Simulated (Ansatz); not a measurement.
C3H8BN: single-point calculation

- system: C3H8BN, SMILES BNCC=C
- method: RKS PBE0-D4/def2-TZVPP (Ansatz 0.2.0)

The geometry comes from this level: PBE0-D4/def2-TZVP.

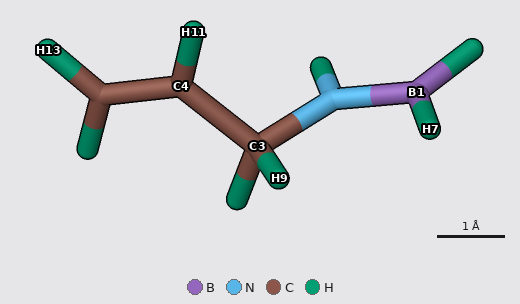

Figure 1. The structure as given in the input (stick view, seen at a tilt; atoms are numbered from 1 in the order of the input). Bond lengths as drawn: B–H 1.20 Å, B–N 1.38 Å, C–C 1.32 to 1.50 Å, C–H 1.08 to 1.10 Å, C–N 1.45 Å and H–N 1.01 Å.

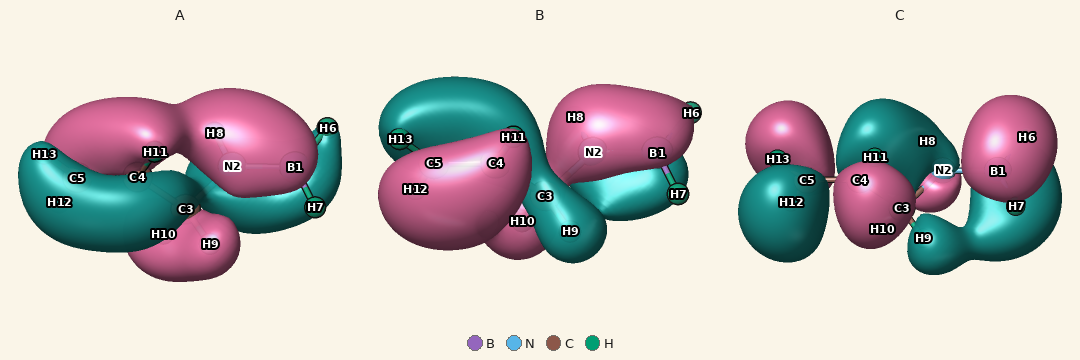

Figure 2. Three frontier orbitals at ±0.06 Å⁻³ᐟ² (teal and pink are the two phases). A is the HOMO−1 (−8.23 eV). By Hirshfeld shares it lies mainly on N2 (30 %), C4 (20 %), C5 (15 %), B1 (10 %) and C3 (10 %). B is the HOMO (−7.72 eV). It lies mainly on C5 (30 %), C4 (25 %) and N2 (20 %). C is the LUMO (−0.21 eV). By Hirshfeld shares it lies mainly on C5 (25 %), B1 (20 %) and C4 (20 %). The HOMO–LUMO gap is 7.51 eV between the orbital energies.

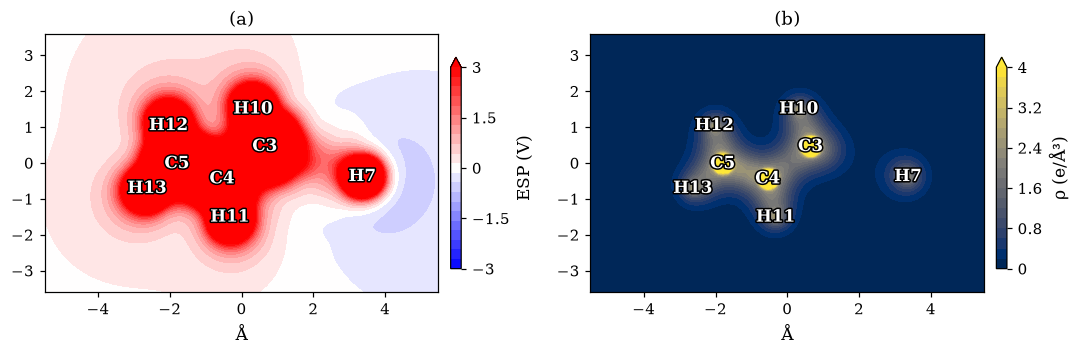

Figure 3. (a) molecular electrostatic potential; (b) total electron density on the plane of atoms C3, C4 and C5. The section cuts through C and H sites. C–C (1.32 Å): ρ at the midpoint is about 2.4 e/Å³. C–H (1.08 Å): ρ at the midpoint is about 2 e/Å³.

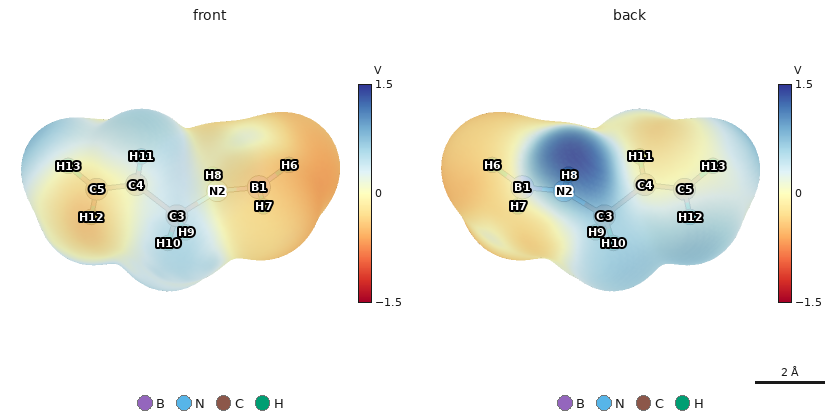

Figure 4. The molecular electrostatic potential painted on the density surface at 0.001 e/bohr³, seen face on and from behind; the colour scale runs from red (negative) to blue (positive).

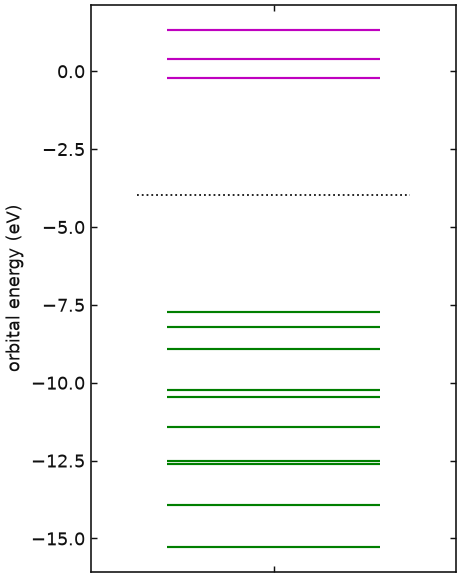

Figure 5. Orbital energies near the frontier; the dotted line parts filled from empty levels, and levels within 0.02 eV of each other stand side by side. Highest filled −7.72 eV, lowest empty −0.21 eV, 7.51 eV apart.

The input and output of the run follow.

Input
```yaml
crystal:
  periodic: [false, false, false]
  atoms:
    - {symbol: B, position_ang: [-0.599912, 1.526968, 1.749531]}
    - {symbol: N, position_ang: [-0.715082, 0.463957, 0.870923]}
    - {symbol: C, position_ang: [-0.165351, 0.374673, -0.467584]}
    - {symbol: C, position_ang: [0.814209, -0.747309, -0.599022]}
    - {symbol: C, position_ang: [0.692261, -1.746337, -1.460637]}
    - {symbol: H, position_ang: [-1.101875, 1.438040, 2.832315]}
    - {symbol: H, position_ang: [-0.002149, 2.504634, 1.398599]}
    - {symbol: H, position_ang: [-1.201453, -0.372564, 1.157957]}
    - {symbol: H, position_ang: [0.325050, 1.329635, -0.677049]}
    - {symbol: H, position_ang: [-0.965848, 0.248744, -1.205569]}
    - {symbol: H, position_ang: [1.662407, -0.714180, 0.081623]}
    - {symbol: H, position_ang: [-0.150958, -1.802393, -2.142809]}
    - {symbol: H, position_ang: [1.429002, -2.538568, -1.523479]}
basis:
  gaussian: {orbitals: def2-TZVPP}
hamiltonian: {xc: pbe0, dispersion: d4}
output: {orbitals: {seedname: orbitals}}
```

Command:
```bash
ansatz run in.yaml --threads 4 --pin off --events-out ev --progress --plain --max-ram 10444MiB
```

What the program printed
```
Functional definition: PBE0
  name "PBE0"
  cite "Adamo & Barone, J. Chem. Phys. 110, 6158 (1999) doi:10.1063/1.478522"
  cite "Perdew, Burke & Ernzerhof, Phys. Rev. Lett. 77, 3865 (1996) doi:10.1103/PhysRevLett.77.3865"
  parent pbe
  parameter a = 0.25
  parameter kappa = 0.804
  parameter beta = 0.06672455060314922
  exchange = (1 - a)*pbe_x(kappa = kappa, mu = beta*pi^2/3) + a*exact_x
  correlation = pbe_c(beta = beta)
1336 factors; their error is unknown
mean field evaluation 1: about -5393.9615 eV, gradient 6.4e1 eV
mean field evaluation 2: about -5387.7367 eV, gradient 8.1e1 eV
mean field evaluation 4: about -5403.0533 eV, gradient 4.4e0 eV
mean field evaluation 8: about -5403.0951 eV, gradient 1.5e-1 eV
mean field evaluation 16: about -5403.0914 eV, gradient 1.8e-4 eV
mean field -5403.09141251 eV, -198.5599470627 hartree, gradient 2.6e-5 eV, S^2 0.000000; 0 other end points of the search recorded, 0 dependent functions left out
reference -5403.09144874 eV, -198.5599483943 hartree; 19, 19 occupied and 248, 248 virtual orbitals, 1336 factors
Total energy: -5403.27891940 eV, -198.5668378141 hartree
```

Summary

- outcome: converged
- total energy: −5403.2789 eV
- mean-field energy: −5403.0914 eV
- dispersion energy: −0.1875 eV
- SCF solution under orbital rotations: stable
- HOMO: −7.72 eV
- LUMO: −0.21 eV
- hardware: 4 threads of Arm Neoverse V1, 23 GiB of memory available, shared host
- wall time: 2.7 s (CPU time 9.9 s)
- peak memory: 0.57 GiB
